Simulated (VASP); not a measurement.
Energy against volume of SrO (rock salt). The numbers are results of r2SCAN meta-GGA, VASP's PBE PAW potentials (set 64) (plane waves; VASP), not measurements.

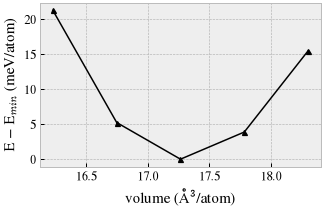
*Energy against volume*

**Question.** Estimate the equilibrium volume and the bulk modulus.

**Answer.** The minimum lies near 17.3 Å³/atom, and the curvature gives B0 of about 93 GPa.

Measured: bulk modulus 91.0 GPa at 300 K (computed value off by +2.5 %), a 5.160 Å at 300 K (computed value off by +0.2 %), as given by Juan A. Santana et al., The Journal of Chemical Physics (2016), arXiv:1608.06321. The calculation is for a static lattice, while the measured bulk modulus, a hold thermal and zero-point effects, which are part of the difference.

The compound is SrO in the rock salt structure. It was relaxed first.
